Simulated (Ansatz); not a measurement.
# Response to strain in Zn

The reference is Zn in the hcp (Mg type) structure (space group P6_3/mmc, No. 194; a = 2.613 Å, c = 4.781 Å; relaxed with 0.1 eV smearing).

Strains are applied to the cell and any free atomic positions relax.

Calculations: plane-wave PAW DFT at the PBEsol level (Ansatz, a program for electronic structure, 420 eV), spin-orbit coupling left out.

Notes on the quantities. energy relative to the base: free energy F.

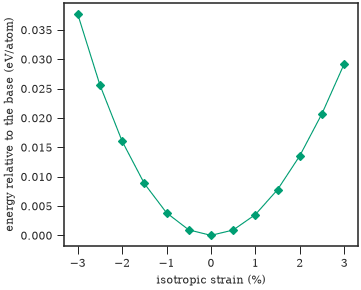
Fig. 1. Energy relative to the base against isotropic strain

| isotropic strain (%) | energy relative to the base |
|---|---|
| -3 | +38 meV/atom |
| -2.5 | +26 meV/atom |
| -2 | +16 meV/atom |
| -1.5 | +8.8 meV/atom |
| -1 | +3.8 meV/atom |
| -0.5 | +0.9 meV/atom |
| 0.5 | +0.9 meV/atom |
| 1 | +3.5 meV/atom |
| 1.5 | +7.8 meV/atom |
| 2 | +14 meV/atom |
| 2.5 | +21 meV/atom |
| 3 | +29 meV/atom |

No phonon test of stability was made.
